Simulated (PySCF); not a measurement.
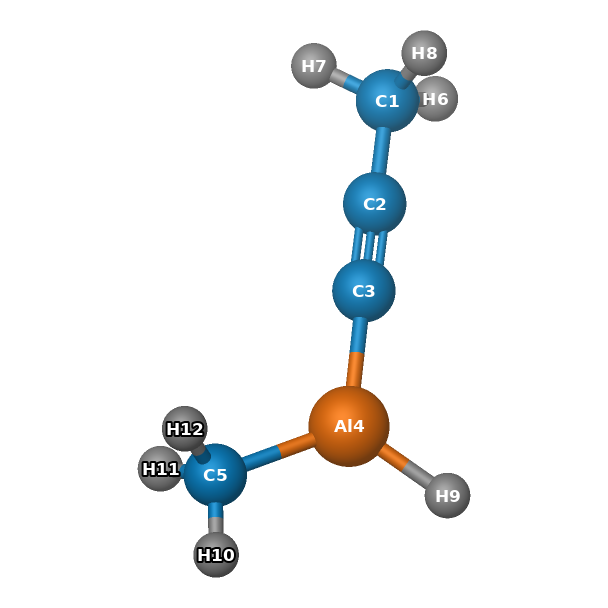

The computed structure is the end point of a PBE0-D3(BJ)/def2-SVP optimisation. No frequency run is at hand to confirm it as a minimum. Properties computed with delta-SCF UKS SCAN, pcX-2 on the ionised atom, pcseg-1 elsewhere, non-relativistic (PySCF 2.14.0).

Give the core-electron binding energies (to vacuum; p and d levels without spin–orbit splitting) of C1 1s, C2 1s, C3 1s, Al4 1s, Al4 2p, C5 1s.

```csv
atom,level,binding energy (eV)
C1,1s,291.5
C2,1s,290.1
C3,1s,289.0
Al4,1s,1563.4
Al4,2p,80.2
C5,1s,289.5
```
